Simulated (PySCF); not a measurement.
SMILES c1cccc(c1)OC at its GFN2-xTB optimised geometry (Å):

```
16

C     -2.3706    -1.7871    -0.0004
O     -0.9664    -1.7166     0.0000
C     -0.3749    -0.4879     0.0000
C     -1.0551     0.7242     0.0000
C     -0.3426     1.9129     0.0000
C      1.0391     1.9107     0.0000
C      1.7181     0.7016     0.0000
C      1.0209    -0.4879     0.0000
H     -2.6126    -2.8488    -0.0005
H     -2.7976    -1.3197    -0.8940
H     -2.7979    -1.3201     0.8932
H     -2.1334     0.7578     0.0000
H     -0.8822     2.8488    -0.0001
H      1.5849     2.8419     0.0000
H      2.7979     0.6871     0.0000
H      1.5318    -1.4379     0.0000
```

Calculation: B3LYP/def2-TZVP in PySCF. Cells within 0.4 Å of a nucleus heavier than hydrogen are left out (blank, or x).

Map of the electrostatic potential (hartree/e), clipped to [-0.08, 0.12] on the plane z = 0.0 Å:

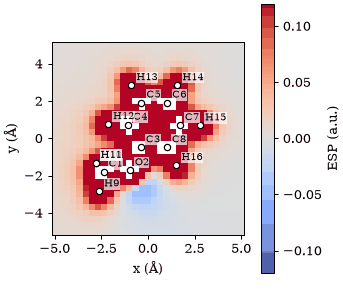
Fig. 1. Electrostatic potential (hartree/e), clipped to [-0.08, 0.12] on the plane z = 0.0 Å.
